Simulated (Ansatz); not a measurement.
Input

```
crystal:
  periodic: [false, false, false]
  atoms:
    - {symbol: F, position_ang: [-1.658862, 0.464966, 1.092679]}
    - {symbol: Ge, position_ang: [-0.187778, 0.216447, 0.206349]}
    - {symbol: S, position_ang: [1.494987, 0.205095, 1.619813]}
    - {symbol: S, position_ang: [0.187710, 1.892943, -1.163990]}
    - {symbol: S, position_ang: [-0.632087, -1.697910, -0.791613]}
    - {symbol: H, position_ang: [0.918775, -0.741887, 2.380923]}
    - {symbol: H, position_ang: [-0.638115, 1.385830, -2.095164]}
    - {symbol: H, position_ang: [0.607569, -1.782685, -1.304796]}
basis:
  gaussian: {orbitals: def2-TZVPP}
hamiltonian: {xc: pbe0, dispersion: d4}
output: {orbitals: {seedname: orbitals}}
```

Command:

```sh
ansatz run in.yaml --threads 4 --pin off --events-out ev --progress --plain --max-ram 10444MiB
```

Geometry: PBE0-D4/def2-TZVP.

Computed with RKS PBE0-D4/def2-TZVPP (Ansatz).

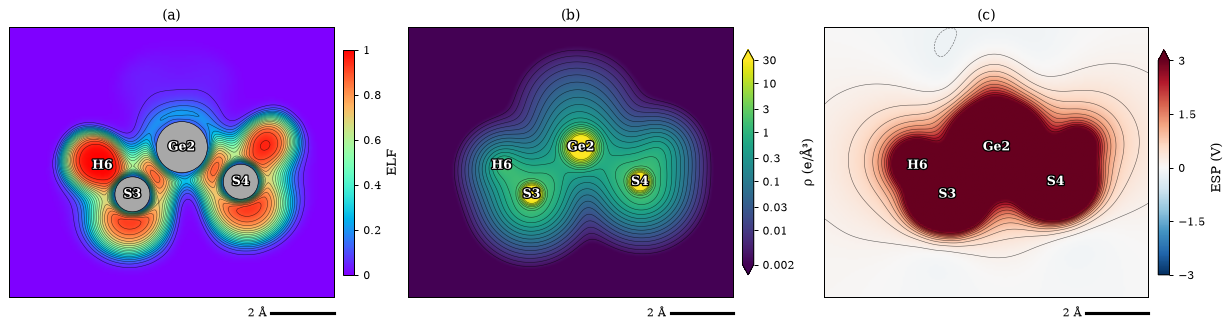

FGeH3S3 (SMILES [F][Ge]([SH])([SH])[SH]). (a) ELF; (b) electron density; (c) electrostatic potential on the plane of atoms S3, Ge2 and S4. Grey discs cover the atomic cores in the ELF map.

Q: What do the fields say about this system?

A:
- Atoms in the plane: Ge, S and H.
- Ge–S (2.20 Å): ρ at the midpoint is about 0.78 e/Å³; the ELF peaks at about 0.85 in the valence shell of S, 0.9 Å from its nucleus, and is about 0.80 at the midpoint.
- S–H (1.34 Å): ρ is about 1.5 e/Å³ halfway; the ELF climbs to about 1 towards the hydrogen, as it does in any bond to H.
- The ELF also peaks beside S3 and S4, away from the bonds: lone-pair regions.
- The potential has no marked negative region in this plane.
